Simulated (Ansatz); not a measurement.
# Amorphous Si (132 atoms): geometry optimisation, part 2 of 2

Aim: bring amorphous Si (132 atoms) to a nearby minimum of the energy and see what moves.

Ansatz 0.2.0; Kohn-Sham DFT, PBE, PAW (set soft_2), plane waves.

The cell: 132 Si. The quench rate of 20 K/ps is many orders above laboratory rates. The network of bonds at the start is that of the classical potential that made the cell. Sampling is at Γ alone, for a cell whose shortest periodic width is 14 Å.

So far. Step 3 (Relaxation): The relaxation changed the energy by -50.0 meV/atom, and atoms moved by 0.23 Å r.m.s., 0.89 Å at most.

### 5. Single point at the relaxed geometry

One more single point at the end of the walk gives the fuller output and checks the residual forces.

The input, input.yaml:

```yaml
crystal:
  lattice:
    - [13.9657, 0.0, 0.0]
    - [0.0, 13.9657, 0.0]
    - [0.0, 0.0, 13.9657]
  atoms:
    - { symbol: Si, position: [0.10312, 0.18653, 0.36539] }
    - { symbol: Si, position: [0.10274, 0.99833, 0.79225] }
    - { symbol: Si, position: [0.17448, 0.14294, 0.1443] }
    - { symbol: Si, position: [0.22539, 0.30309, 0.13637] }
    - { symbol: Si, position: [0.6412, 0.76303, 0.1599] }
    - { symbol: Si, position: [0.69641, 0.06802, 0.08533] }
    - { symbol: Si, position: [0.79784, 0.81571, 0.18183] }
    - { symbol: Si, position: [0.68132, 0.85787, 0.76204] }
    - { symbol: Si, position: [0.91524, 0.71386, 0.9035] }
    - { symbol: Si, position: [0.84342, 0.16547, 0.68266] }
    - { symbol: Si, position: [0.70241, 0.07449, 0.90324] }
    - { symbol: Si, position: [0.24305, 0.13985, 0.5951] }
    - { symbol: Si, position: [0.34599, 0.61802, 0.5845] }
    - { symbol: Si, position: [0.99106, 0.47022, 0.83255] }
    - { symbol: Si, position: [0.59838, 0.50446, 0.12502] }
    - { symbol: Si, position: [0.98146, 0.99093, 0.51603] }
    - { symbol: Si, position: [0.25684, 0.15062, 0.91243] }
    - { symbol: Si, position: [0.4385, 0.19169, 0.41357] }
    - { symbol: Si, position: [0.37065, 0.89981, 0.60451] }
    - { symbol: Si, position: [0.03795, 0.87716, 0.18769] }
    - { symbol: Si, position: [0.2563, 0.30701, 0.55636] }
    - { symbol: Si, position: [0.92051, 0.72083, 0.55989] }
    - { symbol: Si, position: [0.07399, 0.7382, 0.8319] }
    - { symbol: Si, position: [0.96441, 0.10814, 0.03764] }
    - { symbol: Si, position: [0.17238, 0.79785, 0.95993] }
    - { symbol: Si, position: [0.83281, 0.97255, 0.11555] }
    - { symbol: Si, position: [0.98681, 0.25318, 0.47979] }
    - { symbol: Si, position: [0.23238, 0.66022, 0.03278] }
    - { symbol: Si, position: [0.4459, 0.942, 0.45836] }
    - { symbol: Si, position: [0.95443, 0.8662, 0.62626] }
    - { symbol: Si, position: [0.98786, 0.14012, 0.60225] }
    - { symbol: Si, position: [0.91208, 0.2456, 0.95289] }
    [... 94 atom lines left out ...]
    - { symbol: Si, position: [0.22599, 0.52988, 0.67632] }
    - { symbol: Si, position: [0.53177, 0.86706, 0.2334] }
    - { symbol: Si, position: [0.09657, 0.38954, 0.06733] }
    - { symbol: Si, position: [0.62857, 0.02159, 0.75386] }
    - { symbol: Si, position: [0.85593, 0.12539, 0.84932] }
    - { symbol: Si, position: [0.28052, 0.37251, 0.71648] }
kpoints:
  mp_grid: { grid: [1, 1, 1] }
hamiltonian:
  xc: pbe
scf:
  occupations: { method: gaussian, width: 0.025 }
output:
  forces: true
  stress: true
  populations: intrinsic
  dos:
    method: { smearing: { sigma: 0.1 } }
    de: 0.1
    projected: { site_lists: { Si: [Si] } }
  eigenvalues: true
  write_density: true
  write_potential: true
  volumetric_format: npy
  elf: true
```

Run with:

```bash
$ ansatz run input.yaml --threads 4 --pin off --max-ram 8192MiB --backend cpu --events-out ev --progress --plain --runs-dir out
```

Numbers of over 12 decimals in the logs are rounded to 6 here.

What it wrote:

```text
[...]
Crystal: 132 atoms, lattice volume = 2723.881 Å³
Basis set: ecut = 420 eV, 52971 PW (Γ), exchange–correlation on 192×192×192 points (8 copies of the dense FFT grid, shifted against one another)
Bands: 396, of which v1, the nominal top of the filled ones, is band 264 counted from 1 (263 counted from 0)
Symmetry: 1 space group operations
[...]
k-points: 1
[...]
SCF iter   1: F=—  HF=-83899.494651 eV  |F-HF|=—  |Δ(HF+E_count)|=         —  Δρ=3.15e-3  dr2=1.00e0  ethr=1.77e-3  ⟨swp⟩=6.0  Hψ=1834  notcnv=0  defer=66
[...]
SCF iter   9: F=-83899.388711 eV  HF=-83899.388711 eV  |F-HF|=2.51e-8  |Δ(HF+E_count)|=   4.12e-7  Δρ=6.93e-7  dr2=3.71e-8  ethr=1.89e-11  ⟨swp⟩=19.0  Hψ=3721  notcnv=0
SCF 1 converged in 9 iterations: F = -83899.388711 eV  dr2 = 3.71e-8
[...]
SCF converged after 9 iterations
Free energy (F): -83899.388711 eV
[...]
Internal energy: -83899.388706 eV  (E = F + TS)
E sigma→0 (E₀):  -83899.388709 eV
Entropy (-TS):   -0.000004 eV (-0.000 meV/atom)
Fermi energy:    6.261543 eV
[...]
--- Forces (eV/Å), atoms counted from 1 ---
  atom   1  Si     0.00331377    -0.00487308    -0.00389111
  atom   2  Si     0.00155920     0.00136163     0.00092194
  atom   3  Si     0.00056392    -0.00147873     0.00115429
  atom   4  Si     0.00238408    -0.00193448    -0.00209248
  atom   5  Si    -0.00158341     0.00001231     0.00224136
  atom   6  Si     0.00322845    -0.00088457    -0.00224185
  atom   7  Si     0.00414235     0.00262200    -0.00217622
  atom   8  Si     0.00580570    -0.01445677     0.00303895
  atom   9  Si     0.00043023    -0.00171775    -0.00249390
  atom  10  Si     0.00158755    -0.00076777     0.00080859
  atom  11  Si    -0.00045118    -0.00606107    -0.00080484
  atom  12  Si    -0.00148341    -0.00155495     0.00076216
  atom  13  Si    -0.00302871    -0.00053093    -0.00235179
  atom  14  Si     0.00362098    -0.00145220    -0.00159944
[...]
atom 131  Si     0.00182610     0.00282636     0.00128659
  atom 132  Si     0.00183150     0.00302692     0.00474284
  max |Σ_I F_I| component: 2.35e-5 eV/Å
--- Stress (GPa, compression-positive) ---
       -1.121042       0.702924       0.020846
        0.702924       0.442822       0.924030
        0.020846       0.924030       0.022576
  P = ⅓ Tr σ = -0.2185 GPa (-2.185 kbar)
--- Band table (eV) ---
[...]
--- intrinsic populations: 132 sites ---
  site symbol       q [e]
     0     Si      3.9855
     1     Si      4.0327
     2     Si      3.9534
[...]
131     Si      4.0113
  spilling = -0.000000 (of n_electrons = 528.000000)
```

Wall time 32 s (4 threads of Intel Xeon Platinum 8488C (Sapphire Rapids), shared host); peak memory 3.2 GiB.

Read from the output:

* free energy: -83899.3887 eV
* free energy per atom: -635.6014 eV/atom
* SCF cycles: 9
* pressure: -0.2185 GPa
* r.m.s. force component: 0.00296 eV/Å
* longest force: 0.01587 eV/Å
* Fermi energy: 6.262 eV
* spacing of highest filled and lowest empty level: 0.1483 eV

Intrinsic-atomic-orbital charges by element and coordination:

| element | coordination | atoms | mean charge (e) | spread | least | most |
| --- | --- | --- | --- | --- | --- | --- |
| Si | all | 132 | 0 | 0.026 | -0.0868 | 0.0818 |
| Si | 2 | 1 | 0.0381 | 0 | 0.0381 | 0.0381 |
| Si | 4 | 127 | 1.0e-4 | 0.0259 | -0.0868 | 0.0818 |
| Si | 5 | 4 | -0.0112 | 0.021 | -0.0346 | 0.0214 |

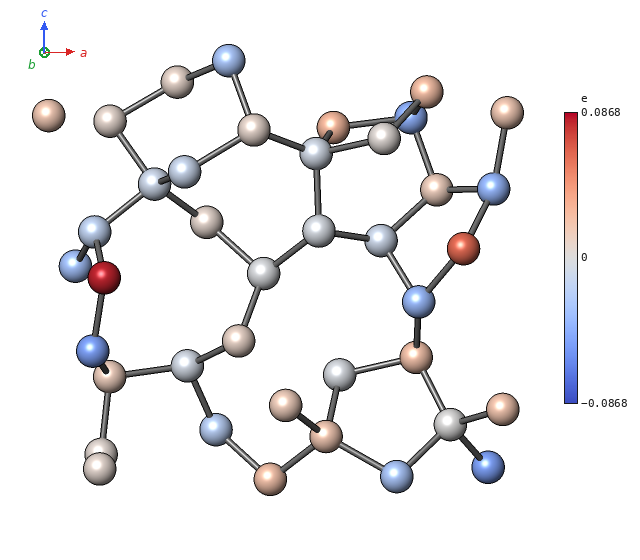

Atoms coloured by intrinsic-atomic-orbital charge. Drawn is a slice 4 Å thick, seen along the normal of the ac plane. Bonds to atoms that aren't drawn are left out.

Density of states as counts of states in windows of 1 eV (from the Fermi level), total and the larger projections:

| from (eV) | to (eV) | total | Si p | Si s |
| --- | --- | --- | --- | --- |
| -10 | -9 | 47.1 | 16.0 | 30.9 |
| -9 | -8 | 34.8 | 13.6 | 21.0 |
| -8 | -7 | 29.0 | 13.4 | 15.4 |
| -7 | -6 | 38.3 | 20.5 | 17.5 |
| -6 | -5 | 36.1 | 23.6 | 12.2 |
| -5 | -4 | 51.9 | 43.5 | 8.0 |
| -4 | -3 | 67.1 | 60.3 | 6.0 |
| -3 | -2 | 80.4 | 74.5 | 4.8 |
| -2 | -1 | 65.9 | 61.3 | 3.3 |
| -1 | 0 | 19.8 | 17.2 | 1.9 |
| 0 | 1 | 34.5 | 22.3 | 8.9 |
| 1 | 2 | 72.9 | 45.6 | 17.2 |
| 2 | 3 | 87.5 | 55.9 | 14.7 |

Between -13 and -10 eV lie 58 more states.

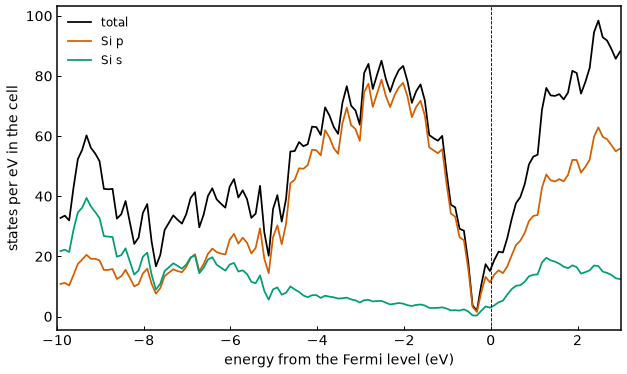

Total and projected density of states, with the broadening of the input.

The levels nearest the highest filled one (over half full), pooled over k-points and spins:

| level less the highest filled one (eV) | occupation |
| --- | --- |
| -0.697 | 2 |
| -0.574 | 2 |
| -0.531 | 2 |
| -0.466 | 2 |
| -0.0982 | 2 |
| 0 | 2 |
| 0.148 | 0 |
| 0.234 | 0 |
| 0.326 | 0 |
| 0.435 | 0 |
| 0.491 | 0 |
| 0.578 | 0 |

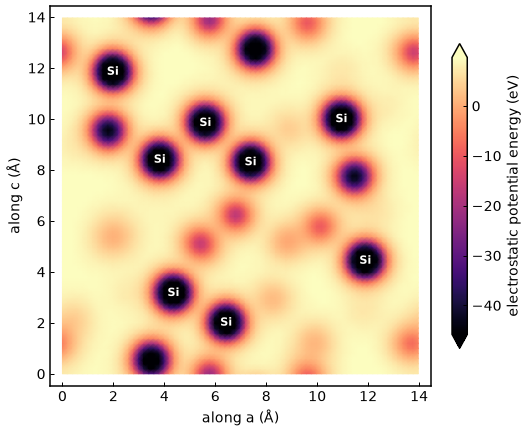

Electrostatic potential energy in the ac plane at fractional y = 0.131, with atoms of Si within 0.2 Å of it. With pseudopotentials it is smooth inside the atoms' cores, unlike the true potential. The map starts off the cell's origin, so that atoms lie inside it.

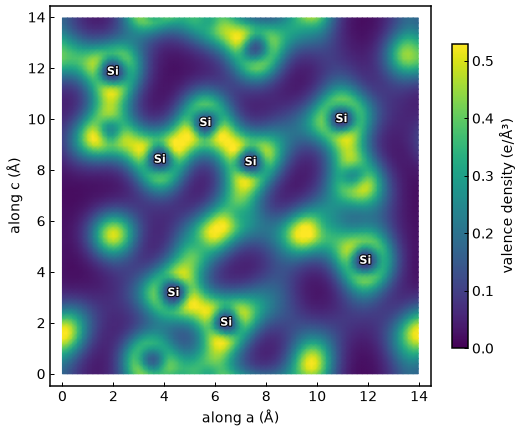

Valence density in the ac plane at fractional y = 0.131, with atoms of Si within 0.2 Å of it. It is the smooth field of the valence electrons, not physical close to the nuclei. The map starts off the cell's origin, so that atoms lie inside it.

Intrinsic-atomic-orbital charges run from -0.09 to +0.08 e. Within 0.4 eV of the Fermi level the largest share is Si p (76 % of the projected weight).

Local excerpt of 15 atoms (numbers count through the whole input) about Si105, picked at random; x, y, z are measured from there.

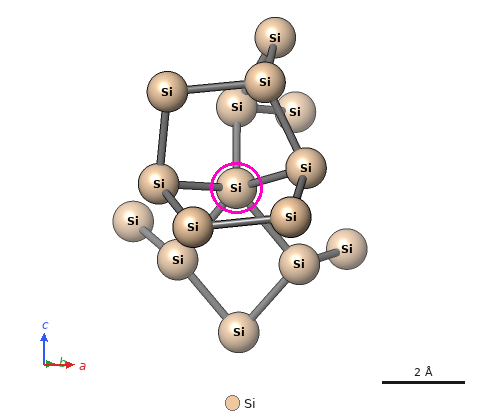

The atoms of the table, within 4.0 Å (arrows a, b, c point along x, y, z); some may hide others; the central atom is ringed.

| atom | x | y | z | distance (Å) | bonds | intrinsic-atomic-orbital charge (e) |
| --- | --- | --- | --- | --- | --- | --- |
| Si105 | 0.00 | 0.00 | 0.00 | 0.00 | 5 | -0.02 |
| Si67 | -0.32 | 1.35 | 1.96 | 2.40 | 4 | -0.01 |
| Si39 | -1.55 | -1.87 | 0.11 | 2.42 | 4 | 0.03 |
| Si20 | -1.57 | 0.61 | -1.80 | 2.47 | 4 | 0.04 |
| Si116 | 2.02 | -1.31 | 0.56 | 2.48 | 4 | 0.02 |
| Si107 | 1.43 | 0.85 | -1.85 | 2.49 | 4 | 0.05 |
| Si48 | 1.05 | -1.76 | 2.65 | 3.35 | 4 | 0.01 |
| Si58 | -1.23 | -2.47 | 2.38 | 3.64 | 4 | -0.03 |
| Si86 | -0.27 | -3.66 | -0.89 | 3.77 | 4 | 0.01 |
| Si92 | -0.15 | 1.28 | -3.56 | 3.79 | 4 | -0.02 |
| Si80 | 0.85 | 0.27 | 3.70 | 3.81 | 4 | 0.00 |
| Si47 | -3.05 | 2.23 | -0.93 | 3.89 | 4 | -0.01 |
| Si96 | 0.71 | 3.39 | 1.81 | 3.91 | 4 | 0.00 |
| Si38 | 2.13 | 3.04 | -1.50 | 4.01 | 4 | -0.01 |
| Si95 | 2.11 | -3.39 | -0.60 | 4.04 | 4 | -0.01 |

The column of bonds counts only the pairs Si-Si within 2.73 Å; other neighbours, such as metal atoms beside each other in a compound, aren't counted, and periodic images can show an atom twice.

### 6. Results

```
energy change in the relaxation                  : -49.99 meV/atom
r.m.s. displacement                              : 0.234 Å
largest displacement                             : 0.887 Å
free energy per atom                             : -635.6014 eV/atom
pressure                                         : -0.2185 GPa
r.m.s. force component                           : 0.00296 eV/Å
spacing of highest filled and lowest empty level : 0.1483 eV
wall time of the 3 DFT runs                      : 3.6 min
```

Relaxation lowers the energy by 50.0 meV/atom and moves atoms by 0.23 Å r.m.s.; the r.m.s. force component goes from 0.48 to 0.0030 eV/Å, the pressure goes from -0.45 to -0.22 GPa. By the final cutoffs 6 of 269 bonded pairs parted and 2 joined. First to last step the energy falls by 6.599 eV; the largest move, 0.89 Å, is that of Si8. The Si-Si bonds go from 2.399 Å (spread 0.076) to 2.386 Å (spread 0.052), and their number from 269 to 265. With the cutoffs above, 96 % of Si atoms have 4 bonded neighbours. The highest filled and lowest empty levels lie only 0.15 eV apart (at Γ alone), which on so few k-points needn't be a gap.

**Limits.** The starting topology of bonds comes from the classical model; in DFT 6 of its 269 bonded pairs passed out of the cutoffs and 2 came within them.

Calculation beside experiment:

| quantity | measured | this cell | difference | method of the measurement |
| --- | --- | --- | --- | --- |
| number of Si about Si | 3.9 | 4.01 | +2.9 % | X-ray diffraction |

The cell differs from the measured neighbour counts by up to 2.9 %. The network comes from the model that made the cell; in DFT 6 of its 269 bonded pairs passed out of the cutoffs and 2 came within them. Our coordination numbers hang on a cutoff, and experiments count neighbours in their own ways.

[Logs are printed without paths, hosts, clocks, repeated set-up lines and the standing remarks that a program may print on its own settings, such as how far it seeks lower states.]

[Hosts, paths, dates, database ids (printed as entryN), source tags and the programs' standing remarks are cut or masked in the printed files.]
